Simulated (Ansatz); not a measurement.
# AlH₃O (triplet): correlated methods under varied settings at distance Al1–H4 along a hydrogen transfer = 1.641 Å

Aim: run AlH₃O (triplet) at one geometry under a spread of methods and options, and see what each costs and gives.

Computed with Ansatz 0.2.0, Gaussian basis. Level: the settings change from run to run.

13 further runs of the same task are left out: 9 for a known fault of the program, 1 for a mislabelled method, 3 that didn't finish.

### Step 1. What is computed

The geometry derives from fragments relaxed apart (PBE0/def2-TZVP) and kept rigid, so it is no stationary point. A hydrogen atom is moved between rigid fragments.

5 atoms, charge 0, spin multiplicity 3.

Atoms are counted from 1 here; the program's logs count them from 0.

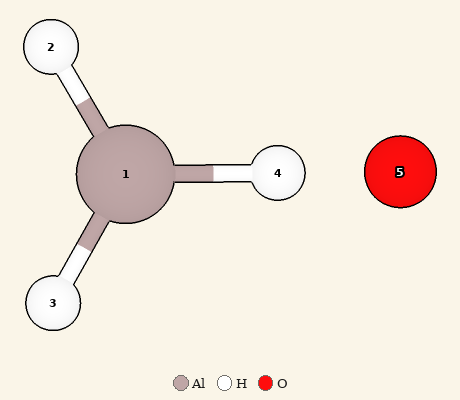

The structure; aluminium light grey, hydrogen white, oxygen red; atoms are numbered from 1 in the order of the file.

### Step 2. HF/6-31G

in.yaml reads:

```yaml
crystal:
  periodic: [false, false, false]
  atoms:
    - {symbol: Al, position_ang: [-1.032367, 0.000000, 0.000000]}
    - {symbol: H, position_ang: [-1.825291, 1.373384, 0.000000]}
    - {symbol: H, position_ang: [-1.825291, -1.373384, 0.000000]}
    - {symbol: H, position_ang: [0.608633, 0.000000, 0.000000]}
    - {symbol: O, position_ang: [1.932633, 0.000000, 0.000000]}
basis:
  gaussian: {orbitals: 6-31G}
magnetization: {spin_polarized: true, initial_magnetization: 2}
hamiltonian: {xc: hf}
accuracy: high
scf: {lower_state_search: light}
output: {orbitals: {seedname: orbitals}}
```

Started as:

```bash
$ ansatz run in.yaml --threads 1 --pin off --events-out ev --progress --plain --max-ram 2393MiB
```

What it wrote:

```text
Functional definition: HF
  name "HF"
  cite "Fock, Z. Phys. 61, 126 (1930) doi:10.1007/BF01340294"
  parent pbe
  exchange = exact_x
  correlation = 0
576 factors; integrals over basis functions are off by at most 3.5e-9 eV
mean field evaluation 1: about -8657.6775 eV, gradient 2.0e1 eV
mean field evaluation 2: about -8657.6841 eV, gradient 2.0e1 eV
mean field evaluation 4: about -8661.8857 eV, gradient 3.5e0 eV
mean field evaluation 8: about -8662.1679 eV, gradient 2.3e-1 eV
mean field evaluation 16: about -8662.1693 eV, gradient 2.4e-8 eV
mean field evaluation 32: about -8662.1601 eV, gradient 1.1e-2 eV
mean field evaluation 64: about -8661.9267 eV, gradient 2.7e0 eV
mean field evaluation 96: about -8662.1691 eV, gradient 2.6e-2 eV
mean field evaluation 128: about -8655.8338 eV, gradient 1.1e-3 eV
mean field -8662.16926724 eV, -318.3288491418 hartree, gradient 2.4e-8 eV, S^2 2.036351; 8 other end points of the search recorded, 0 dependent functions left out
reference -8662.16926724 eV, -318.3288491418 hartree; 13, 11 occupied and 15, 17 virtual orbitals, 576 factors
Total energy: -8662.16926724 eV, -318.3288491418 hartree
```

It took 0.3 s on 1 thread of AMD EPYC 9R45, shared host.

From the report: ⟨S²⟩ of the determinant 2.036 (pure triplet: 2.00).

### Step 3. BCCD/STO-3G

in.yaml: that of step 2 with these lines changed.

```diff
@@ -9,7 +9,6 @@
 basis:
-  gaussian: {orbitals: 6-31G}
-magnetization: {spin_polarized: true, initial_magnetization: 2}
-hamiltonian: {xc: hf}
-accuracy: high
-scf: {lower_state_search: light}
-output: {orbitals: {seedname: orbitals}}
+  gaussian: {orbitals: STO-3G}
+magnetization: {spin_polarized: false, initial_magnetization: 2}
+hamiltonian: {xc: {name: PBE0}}
+correlation: {method: bccd, electrons: all, diis_vectors: 4}
+output: {forces: true}
```

The command is unchanged.

What it wrote, shortened:

```text
Functional definition: PBE0
  name "PBE0"
  cite "Adamo & Barone, J. Chem. Phys. 110, 6158 (1999) doi:10.1063/1.478522"
  cite "Perdew, Burke & Ernzerhof, Phys. Rev. Lett. 77, 3865 (1996) doi:10.1103/PhysRevLett.77.3865"
  parent pbe
[...]
196 factors; integrals over basis functions are off by at most 3.6e-5 eV
[...]
mean field -8574.39192339 eV, -315.1030912529 hartree, gradient 2.2e-6 eV, S^2 2.000000; 5 other end points of the search recorded, 0 dependent functions left out
[...]
reference -8556.64317936 eV, -314.4508369405 hartree; 13, 11 occupied and 4, 6 virtual orbitals, 196 factors
second order -1.44657255 eV of doubles, -0.31694931 eV of singles
cycle   1  -2.16979298 eV  change   -4.0e-1 eV  update   6.0e-2
[...]
cycle  26  -2.36844946 eV  change    4.1e-9 eV  update   5.5e-9
[...]
the multipliers restart with 30 DIIS vectors
Total energy: -8559.01162882 eV, -314.5378758528 hartree
Atom 0 at    -1.032367     0.000000     0.000000 Å, force    -0.789847     0.000000    -0.000000 eV/Å
Atom 1 at    -1.825291     1.373384     0.000000 Å, force     0.722920    -1.389162    -0.000000 eV/Å
Atom 2 at    -1.825291    -1.373384     0.000000 Å, force     0.722920     1.389162     0.000000 eV/Å
Atom 3 at     0.608633     0.000000     0.000000 Å, force    -2.952770     0.000000     0.000000 eV/Å
Atom 4 at     1.932633     0.000000     0.000000 Å, force     2.296777     0.000000    -0.000000 eV/Å
Dipole moment:    -0.052906    -0.000000     0.000000 e Å
```

Run time: 3.8 s. Hardware: 1 thread of AMD EPYC 9R45, shared host.

From the report: correlation -2.3684 eV; largest double amplitude 0.07.

### Step 4. MP2 on UHF/cc-pVDZ

in.yaml: that of step 3 with these lines changed.

```diff
@@ -9,6 +9,4 @@
 basis:
-  gaussian: {orbitals: STO-3G}
-magnetization: {spin_polarized: false, initial_magnetization: 2}
-hamiltonian: {xc: {name: PBE0}}
-correlation: {method: bccd, electrons: all, diis_vectors: 4}
-output: {forces: true}
+  gaussian: {orbitals: cc-pVDZ}
+magnetization: {spin_polarized: true, initial_magnetization: 2}
+correlation: {method: mp2, electrons: all}
```

Launched as before.

What it wrote, shortened:

```text
Functional definition: HF
  name "HF"
  cite "Fock, Z. Phys. 61, 126 (1930) doi:10.1007/BF01340294"
  parent pbe
[...]
439 factors; integrals over basis functions are off by at most 1.2e-3 eV
[...]
mean field -8663.69869175 eV, -318.3850544560 hartree, gradient 3.8e-6 eV, S^2 2.035937; 16 other end points of the search recorded, 0 dependent functions left out
reference -8663.69869175 eV, -318.3850544560 hartree; 13, 11 occupied and 34, 36 virtual orbitals, 439 factors
second order -5.66772181 eV of doubles, -0.00000000 eV of singles
Total energy: -8669.36641357 eV, -318.5933393910 hartree
```

It took 0.81 s on 1 thread of AMD EPYC 9R45, shared host.

From the report: ⟨S²⟩ of the determinant 2.036 (pure triplet: 2.00).

### Step 5. CCSDT(Q)/B on UHF/STO-3G

in.yaml: that of step 4 with these lines changed.

```diff
@@ -9,4 +9,5 @@
 basis:
-  gaussian: {orbitals: cc-pVDZ}
+  gaussian: {orbitals: STO-3G}
 magnetization: {spin_polarized: true, initial_magnetization: 2}
-correlation: {method: mp2, electrons: all}
+correlation: {method: ccsdt_q_b, electrons: outside_noble_gas}
+output: {forces: true}
```

Same command.

What it wrote, shortened:

```text
Functional definition: HF
  name "HF"
  cite "Fock, Z. Phys. 61, 126 (1930) doi:10.1007/BF01340294"
  parent pbe
[...]
269 factors; integrals over basis functions are off by at most 6.3e-8 eV
[...]
mean field -8557.20077132 eV, -314.4713280669 hartree, gradient 1.5e-6 eV, S^2 2.033436; 13 other end points of the search recorded, 0 dependent functions left out
determinant -8557.20077132 eV, -314.4713280669 hartree, with singles and doubles -8558.81693251 eV, -314.5307208952 hartree
determinant -8557.19051861 eV, -314.4709512868 hartree, with singles and doubles -8558.80608395 eV, -314.5303222179 hartree
determinant -8555.87146950 eV, -314.4224771261 hartree, with singles and doubles -8557.41411950 eV, -314.4791684680 hartree
determinant -8557.20077132 eV, -314.4713280669 hartree, with singles and doubles -8558.81724097 eV, -314.5307322308 hartree
[...]
reference -8557.20077132 eV, -314.4713280669 hartree; 7, 5 occupied and 4, 6 virtual orbitals, 269 factors
second order -1.01988332 eV of doubles, -0.00000000 eV of singles
cycle   1  -1.36066844 eV  change   -3.4e-1 eV  update   5.5e-2
[...]
cycle   8  -1.63889072 eV  change   -1.1e-9 eV  update   2.0e-9
perturbative correction -0.00029899 eV, -0.0000109878 hartree
[...]
Total energy: -8558.83996103 eV, -314.5315671778 hartree
Atom 0 at    -1.032367     0.000000     0.000000 Å, force    -0.790812    -0.000000     0.000000 eV/Å
Atom 1 at    -1.825291     1.373384     0.000000 Å, force     0.707539    -1.362584     0.000000 eV/Å
Atom 2 at    -1.825291    -1.373384     0.000000 Å, force     0.707539     1.362584     0.000000 eV/Å
Atom 3 at     0.608633     0.000000     0.000000 Å, force    -2.900938     0.000000    -0.000000 eV/Å
Atom 4 at     1.932633     0.000000     0.000000 Å, force     2.276672     0.000000     0.000000 eV/Å
Dipole moment:    -0.052889    -0.000000     0.000000 e Å
```

Run time: 10 s. Hardware: 1 thread of AMD EPYC 9R45, shared host; peak memory 0.28 GiB.

From the report: ⟨S²⟩ of the determinant 2.033 (pure triplet: 2.00); correlation -1.6392 eV; T1 0.010; largest double amplitude 0.07.

### Step 6. The runs in one table

| level | correlated | functions | energy (eV) | time |
| --- | --- | --- | --- | --- |
| HF/6-31G |  | 28 | -8662.1693 | 0.3 s |
| BCCD/STO-3G (on PBE0 orbitals) | all | 17 | -8559.0116 | 3.8 s |
| MP2 on UHF/cc-pVDZ | all | 47 | -8669.3664 | 0.81 s |
| CCSDT(Q)/B on UHF/STO-3G | outside noble gas | 17 | -8558.8400 | 10 s |

### Step 7. Outcome

```
quantity                           value
    runs                               4
quickest                 HF/6-31G, 0.3 s
 slowest  CCSDT(Q)/B on UHF/STO-3G, 10 s
```

Total energies in different bases, with other cores or another treatment of relativity can't be set against each other. CCSDT(Q)/B on UHF/STO-3G took 33 times as long as HF/6-31G; the jobs differ in more than the method.
